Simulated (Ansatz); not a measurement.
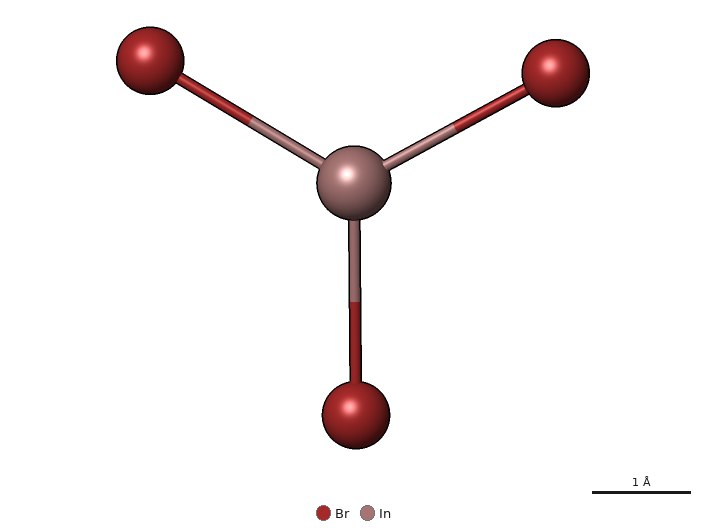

The picture shows the input geometry.

Ansatz 0.2.0 input:

```yaml
crystal:
  periodic: [false, false, false]
  atoms:
    - {symbol: Br, position_ang: [1.685222, -0.093740, 1.767089]}
    - {symbol: In, position_ang: [0.013887, -0.015089, -0.005222]}
    - {symbol: Br, position_ang: [-1.179761, -2.041404, -0.645263]}
    - {symbol: Br, position_ang: [-0.463848, 2.090033, -1.136903]}
basis:
  gaussian: {orbitals: def2-SVP}
hamiltonian: {xc: {name: BLYP}, dispersion: d3bjatm}
md: {timestep: 0.5 fs, n_steps: 20, ensemble: nvt_langevin, temperature: 700, initial_velocities: maxwell_boltzmann, friction: 0.01, seed: 484}
```

Command:

```sh
ansatz run in.yaml --threads 4 --pin off --events-out ev --progress --plain --max-ram 10444MiB
```

Output (its end):

```
mean field -215292.32577630 eV, -7911.8470418993 hartree, gradient 8.3e-5 eV, S^2 0.000000; 0 other end points of the search recorded, 0 dependent functions left out
the calculation of the forces begins
reference -215292.32612908 eV, -7911.8470548638 hartree; 63, 63 occupied and 59, 59 virtual orbitals, 1351 factors
1351 factors; their error is unknown
mean field -215292.32577630 eV, -7911.8470418993 hartree, gradient 8.3e-5 eV, S^2 0.000000; 1 other end points of the search recorded, 0 dependent functions left out
the calculation of the forces begins
reference -215292.32612908 eV, -7911.8470548638 hartree; 63, 63 occupied and 59, 59 virtual orbitals, 1351 factors
md step    20: t =    10.00 fs  T =   438.2 K  F+E_penalty+E_count = -215292.67311572 eV  E_kin = 0.226588 eV  (26 SCF iters)
Total energy: -215292.67346850 eV, -7911.8598193521 hartree
Atom 0 at     1.651917    -0.098865     1.757971 Å, force     0.953090    -0.032914     1.020862 eV/Å
Atom 1 at     0.006699    -0.035962     0.009444 Å, force    -0.274518     0.775899    -0.550618 eV/Å
Atom 2 at    -1.183009    -2.040364    -0.616034 Å, force    -0.609273    -0.982544    -0.325428 eV/Å
Atom 3 at    -0.421158     2.113896    -1.160492 Å, force    -0.069299     0.239559    -0.144816 eV/Å
Dipole moment:     0.006913    -0.061979     0.036648 e Å
```

The calculation finished and met its thresholds.
